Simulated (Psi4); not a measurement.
**DSD-PBEP86/cc-pVTZ (density fitting for correlation) run of [BH2F2]− (SMILES F[BH2-]F)**

What is the vertical ionisation energy of [BH2F2]− at DSD-PBEP86/cc-pVTZ (density fitting for correlation)? 

The calculation is run with Psi4 1.11.

**1. The structure to begin with**

The species is [BH2F2]− (5 atoms), meant as a singlet with charge -1. SMILES: `F[BH2-]F`. The shape is that of a GFN2-xTB optimisation.

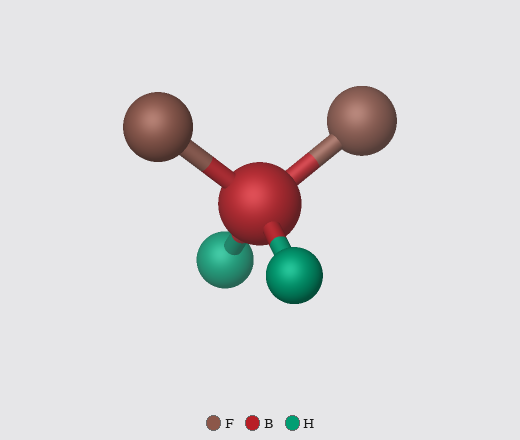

Viewed from a chosen angle; fluorine brown, boron red, hydrogen teal.

**2. The energy at DSD-PBEP86/cc-pVTZ (density fitting for correlation)**

Contents of job.inp:

```
memory 1.6 GB

molecule m {
  -1 1
  F     -2.22415096     1.18013396     0.72410526
  B      0.06336252     0.02696639    -0.10599474
  F      0.77021457    -1.79019425     1.75115251
  H     -0.32493841    -1.05841671    -2.11450905
  H      1.71551227     1.64151060    -0.25475398
  units bohr
  symmetry c1
  no_reorient
  no_com
}

set {
  basis cc-pVTZ
  puream true
  e_convergence 1e-09
  d_convergence 1e-08
  scf_type pk
  dft_radial_points 99
  dft_spherical_points 590
  num_frozen_docc 3
}

E, wfn = energy('dsd-pbep86', return_wfn=True)
```

On the command line:

```sh
psi4 job.inp job.out -n 1
```

job.out (excerpt; [...] marks lines left out):

```text
[...]
  Running in c1 symmetry.
[...]
  Nuclear repulsion =   65.473347093545812
[...]
  Multiplicity = 1
[...]
  Nalpha       = 13
  Nbeta        = 13
[...]
    Number of basis functions: 118
[...]
   @RKS iter   1:  -225.23160684218212   -8.96383e-01   4.08979e-03 DIIS/ADIIS
[...]
   @RKS iter  10:  -225.31773583556947   -1.64846e-12   8.57799e-09 DIIS
[...]
    Orbital Energies [Eh]
    ---------------------
    Doubly Occupied:
       1A    -25.443182     2A    -25.443139     3A     -7.082535
       4A     -1.188726     5A     -1.158697     6A     -0.453933
       7A     -0.364092     8A     -0.355417     9A     -0.354373
      10A     -0.296074    11A     -0.272996    12A     -0.230232
      13A     -0.136614
[...]
  @RKS Final Energy:  -225.31773583556947
   => Energetics <=
    Nuclear Repulsion Energy =             65.4733470935458115
    One-Electron Energy =                -450.7308794435451773
    Two-Electron Energy =                 167.3533794625697624
    DFT Exchange-Correlation Energy =      -7.4135829481398954
    Empirical Dispersion Energy =           0.0000000000000000
    VV10 Nonlocal Energy =                  0.0000000000000000
    Total Energy =                       -225.3177358355694651
[...]
 Multipole Moments:
 ------------------------------------------------------------------------------------
     Multipole            Electronic (a.u.)      Nuclear  (a.u.)        Total (a.u.)
 ------------------------------------------------------------------------------------
 L = 1.  Multiply by 2.5417464519 to convert [e a0] to [Debye]
 Dipole X            :         11.6163194          -11.3780410            0.2382783
 Dipole Y            :          4.8732333           -4.7726168            0.1006165
 Dipole Z            :        -19.7810108           19.3780832           -0.4029276
 Magnitude           :                                                    0.4788015
[...]
```

It took 18 s on 1 thread of Intel Xeon at 2.80GHz (Skylake/Cascade Lake), shared host; peak memory 0.71 GiB.

**3. Doublet neutral BH2F2 at the same level**

Contents of bf2h2.xyz:

```xyz
5
BF2H2
F     -1.176970     0.624500     0.383180
B      0.033530     0.014270    -0.056090
F      0.407580    -0.947330     0.926670
H     -0.171950    -0.560090    -1.118950
H      0.907810     0.868650    -0.134810
```

Contents of bf2h2.py:

```python
import psi4

psi4.set_memory('1600 MB')
psi4.set_num_threads(1)
psi4.set_output_file('psi4.out', False)

with open('bf2h2.xyz') as f:
    atoms = ''.join(f.readlines()[2:])
mol = psi4.geometry('0 2\n' + atoms + 'symmetry c1')

options = {'reference': 'uks', 'puream': True, 'e_convergence': 1e-09, 'd_convergence': 1e-08, 'scf_type': 'pk', 'dft_radial_points': 99, 'dft_spherical_points': 590, 'num_frozen_docc': 3, 'maxiter': 200}
psi4.set_options(options)

energy_value = psi4.energy("dsd-pbep86/cc-pVTZ")
print('E =', round(energy_value, 9))
for k, v in sorted(psi4.core.scalar_variables().items()):
    print(f'{k:45s} {v:18.10f}')
```

On the command line:

```sh
python bf2h2.py
```

psi4.out (excerpt; [...] marks lines left out):

```text
[...]
  Running in c1 symmetry.
[...]
  Nuclear repulsion =   65.473347089984955
[...]
  Multiplicity = 2
[...]
  Nalpha       = 13
  Nbeta        = 12
[...]
    Number of basis functions: 118
[...]
   @UKS iter   1:  -225.10971572419737   -7.74492e-01   3.31258e-03 DIIS/ADIIS
[...]
   @UKS iter  15:  -225.16521597016919   -2.77396e-11   5.06813e-09 DIIS
[...]
   @S^2 Observed:                7.690746032E-01
[...]
    Orbital Energies [Eh]
    ---------------------
    Alpha Occupied:
       1A    -25.734003     2A    -25.733987     3A     -7.410991
       4A     -1.471809     5A     -1.441106     6A     -0.763734
       7A     -0.665032     8A     -0.649688     9A     -0.640447
      10A     -0.583081    11A     -0.547873    12A     -0.546280
      13A     -0.499696
    Alpha Virtual:
      14A      0.136664    15A      0.139243    16A      0.162980
      17A      0.190113    18A      0.215297    19A      0.286850
      20A      0.382067    21A      0.384429    22A      0.457463
      23A      0.497825    24A      0.539860    25A      0.584259
[...]
  @UKS Final Energy:  -225.16521597016919
   => Energetics <=
    Nuclear Repulsion Energy =             65.4733470899849550
    One-Electron Energy =                -443.5033603002817699
    Two-Electron Energy =                 160.1689914473450926
    DFT Exchange-Correlation Energy =      -7.3041942072174582
    Empirical Dispersion Energy =           0.0000000000000000
    VV10 Nonlocal Energy =                  0.0000000000000000
    Total Energy =                       -225.1652159701691858
[...]
 Multipole Moments:
 ------------------------------------------------------------------------------------
     Multipole            Electronic (a.u.)      Nuclear  (a.u.)        Total (a.u.)
 ------------------------------------------------------------------------------------
 L = 1.  Multiply by 2.5417464519 to convert [e a0] to [Debye]
 Dipole X            :         -0.6143955            1.1281114            0.5137159
 Dipole Y            :         -0.2588538            0.4730045            0.2141507
 Dipole Z            :          1.0441368           -1.9222466           -0.8781097
 Magnitude           :                                                    1.0396352
[...]
```

The script printed:

```text
E = -225.49449222
CURRENT ENERGY                                   -225.4944922203
CURRENT REFERENCE ENERGY                         -225.1652159702
DD SOLVATION ENERGY                                 0.0000000000
DFT FUNCTIONAL TOTAL ENERGY                      -225.1652159702
DFT TOTAL ENERGY                                 -225.4944922203
DFT VV10 ENERGY                                     0.0000000000
DFT XC ENERGY                                      -7.3041942072
DOUBLE-HYBRID CORRECTION ENERGY                    -0.3292762502
DSD-PBEP86 DOUBLE-HYBRID CORRECTION ENERGY         -0.3292762502
DSD-PBEP86 TOTAL ENERGY                          -225.4944922203
GRID ELECTRONS ALPHA                               13.0000010204
GRID ELECTRONS BETA                                12.0000008435
GRID ELECTRONS TOTAL                               25.0000018639
NUCLEAR REPULSION ENERGY                           65.4733470900
ONE-ELECTRON ENERGY                              -443.5033603003
PCM POLARIZATION ENERGY                             0.0000000000
PE ENERGY                                           0.0000000000
SCF ITERATION ENERGY                             -225.1652159702
SCF ITERATIONS                                     15.0000000000
SCF TOTAL ENERGY                                 -225.1652159702
TWO-ELECTRON ENERGY                               160.1689914473
XC GRID RADIAL POINTS                              99.0000000000
XC GRID SPHERICAL POINTS                          590.0000000000
XC GRID TOTAL POINTS                           282140.0000000000
```

Wall time 34 s (1 thread of Intel Xeon at 2.80GHz (Skylake/Cascade Lake), shared host); peak memory 0.71 GiB.

**4. Summary of results**

At DSD-PBEP86/cc-pVTZ (density fitting for correlation), 3 core orbitals frozen:

| quantity | value |
| --- | --- |
| singlet [BH2F2]−: total energy | -225.65089 Eh |
| singlet [BH2F2]−: HOMO energy (SCF part's orbitals) | -3.72 eV |
| singlet [BH2F2]−: LUMO energy (SCF part's orbitals) | 9.96 eV |
| singlet [BH2F2]−: HOMO–LUMO gap (to an unbound level, set by the basis) | 13.68 eV |
| doublet neutral BH2F2: total energy | -225.49449 Eh |
| doublet neutral BH2F2: HOMO energy (SCF part's orbitals) (highest over α and β) | -13.41 eV |
| doublet neutral BH2F2: LUMO energy (SCF part's orbitals) (lowest over α and β) | -4.60 eV |
| doublet neutral BH2F2: ⟨S²⟩ | 0.769 |
| vertical detachment energy (to the doublet neutral) | 4.256 eV |

What this shows: Removing an electron at fixed nuclei costs 4.26 eV (411 kJ/mol). The negative HOMO energy of the first species, 3.72 eV, lies 0.54 eV below that difference.
